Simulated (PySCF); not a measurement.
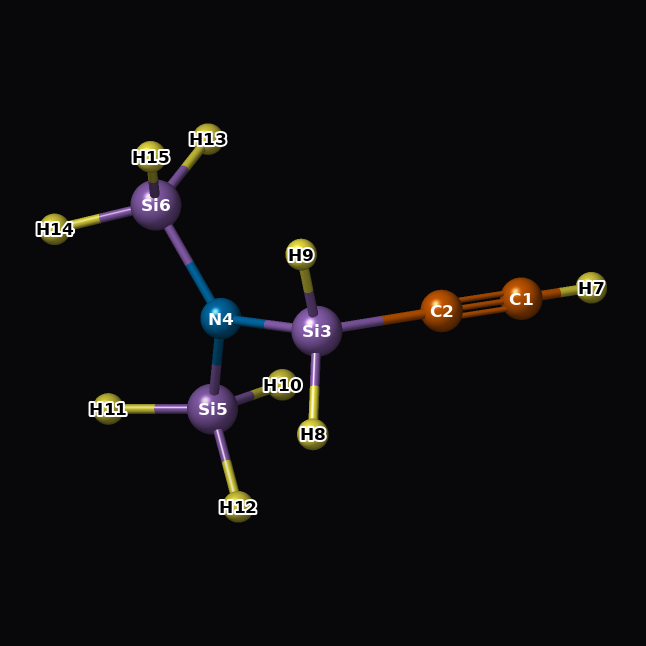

The computed structure is the end point of a GFN2-xTB optimisation. No frequency run is at hand to confirm it as a minimum. Electric field gradients from the ground-state density, PBE0/pcSseg-1 (PySCF 2.14.0), non-relativistic apart from any core potentials.

Give the largest field-gradient component, the quadrupole coupling constant and the asymmetry for 14N at N4 (Q = 20.44 mb), 2H at H7 (Q = 2.86 mb), 2H at H8 (Q = 2.86 mb), 2H at H9 (Q = 2.86 mb), 2H at H10 (Q = 2.86 mb).

```
atom  V_zz (a.u.)  e²qQ/h (MHz)     η
  N4       −0.576         −2.77  0.07
  H7        0.386         0.259  0.00
  H8        0.158         0.106  0.02
  H9        0.159         0.107  0.04
 H10        0.159         0.107  0.02
```

The geometry is semi-empirical. Around Si such bond lengths and angles can be off by a tenth of an ångström or more and by several degrees, and values that hang on the shape move with them.
